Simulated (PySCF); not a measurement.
C$_{4}$H$_{5}$BF$_{2}$NS (SMILES C[n+]1csc(B(F)F)c1) (charge +1)

```xyz
14

C    -2.2147   -0.1882    0.2014
N    -0.9086    0.3280    0.0550
C    -0.6477    1.3832   -0.7444
S     0.9386    1.5979   -1.0803
C     1.4129    0.2936   -0.0392
B     2.8745   -0.2877    0.1895
F     3.8331    0.4394   -0.2679
F     3.0811   -1.2756    0.9909
C     0.2991   -0.2163    0.4506
H    -2.2826   -0.9284    1.0250
H    -2.6042   -0.7038   -0.7044
H    -2.9044    0.6647    0.3747
H    -1.3857    2.1064   -1.0325
H     0.1529   -1.1436    1.0567
```

Geometry: GFN2-xTB, MD frame at 250 fs, 600 K.

Computed with PBE0/pcSseg-1, SCF density, gas phase, non-relativistic (PySCF).

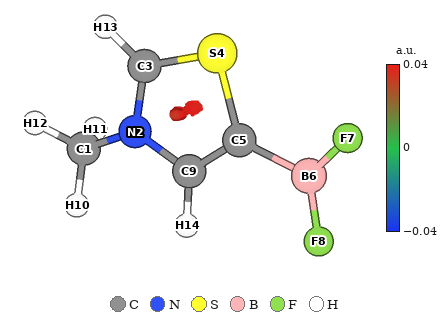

Figure 1. Non-covalent interaction (NCI) plot: the surface where the reduced density gradient is 0.5, for densities under 0.05 a.u., coloured by sign(λ₂)ρ; seen at a tilt.

**What holds or crowds the atoms apart from the covalent bonds?**

Inside the ring or cage of N2, C3, S4, C5 and C9: steric crowding (red).

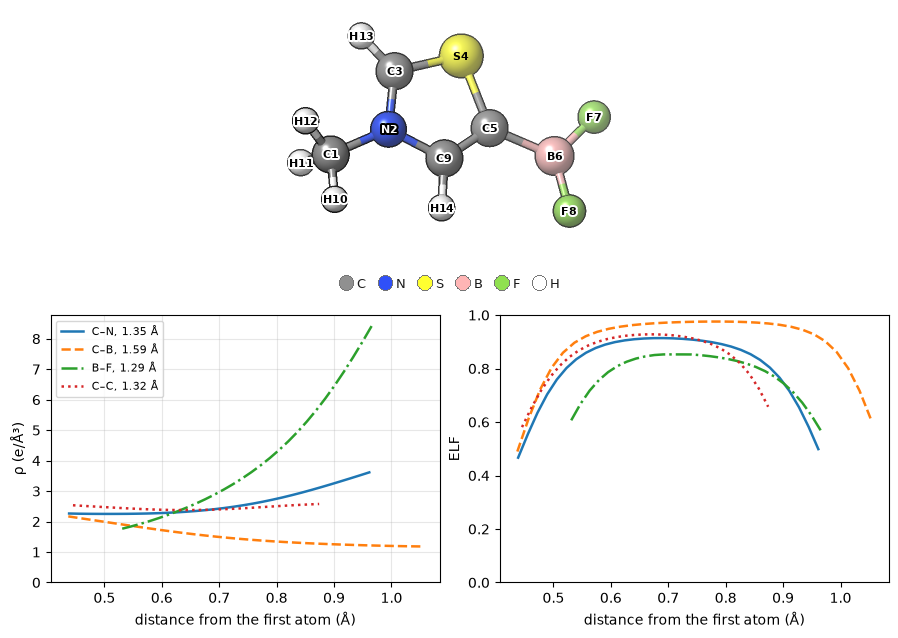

Figure 2. Total electron density and ELF along straight lines between neighbouring atoms. The curves leave out the atomic cores. The structure is drawn too.

**What kind of bonding do the profiles show?**

C–N (1.35 Å): ρ at the midpoint is about 2.4 e/Å³; the ELF peaks at about 0.90 between the atoms (a covalent bond).
C–B (1.59 Å): ρ at the midpoint is about 1.4 e/Å³; the ELF peaks at about 1 between the atoms; a shared electron pair.
B–F (1.29 Å): ρ is about 2.5 e/Å³ halfway; the ELF peaks at about 0.85 between the atoms, as expected for a polar covalent bond.
C–C (1.32 Å): the density is about 2.4 e/Å³ at the midpoint; the ELF peaks at about 0.95 between the atoms; a multiple bond.
